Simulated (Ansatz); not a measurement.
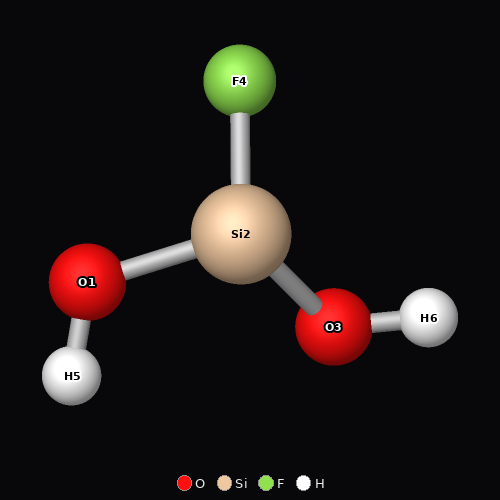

The system is FH2O2Si, SMILES O[Si](O)F, spin multiplicity 2; the picture shows the grid point nearest to the relaxed geometry. 
- Two internal coordinates are moved rigidly from the geometry relaxed at PBE0-D4/def2-TZVP, all others fixed.
- First axis: bond Si2–O3. Second axis: angle O3–Si2–F4.
- The scan uses a 5 × 5 grid.
- Points are written as (first, second).
- Energies are in kcal/mol, from the lowest grid point.
- The calculation used Ansatz, UKS PBE-D4/def2-TZVPP.

Its coordinates:

```xyz
6

O    -0.8873    1.0320   -0.6263
Si    0.3829    0.0262   -0.4465
O     0.3437   -0.6042    1.1995
F     0.1594   -1.1339   -1.5163
H    -1.0516    1.6588    0.0811
H     1.0897   -1.1299    1.4948
```

Range: bond Si2–O3 from 1.344 to 2.377 Å; angle O3–Si2–F4 from 87.3 to 135.3°.

Predict the map.

Answer. The lowest grid point is at (1.763 Å, 111.3°). The bottom of the well lies between grid points, at about (1.653 Å, 111°), about 2.5 kcal/mol lower on the interpolated surface. No other kind of well shows on this grid. The highest grid point, (1.344 Å, 87.3°), lies 80 kcal/mol above the lowest. Round the minimum the two coordinates are nearly uncoupled.

```tsv
angle O3–Si2–F4 ↓, bond Si2–O3 →	1.344	1.514	1.763	2.054	2.377
135.3	70	16	7	26	49
123.3	62	9	2	23	48
111.3	59	6	0	22	47
99.3	64	10	3	24	49
87.3	80	23	12	30	52
```

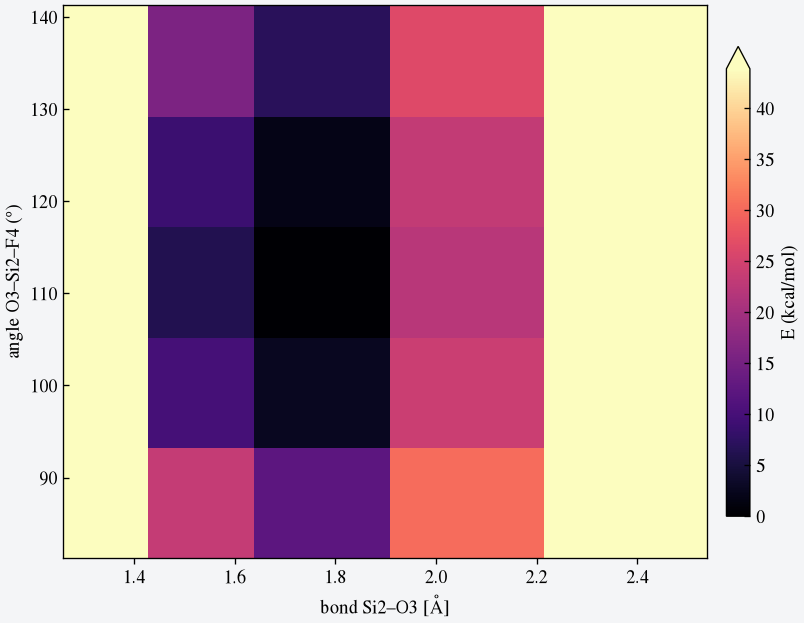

Drawn: one coloured cell a grid point, one colour for all values above the top of the scale.
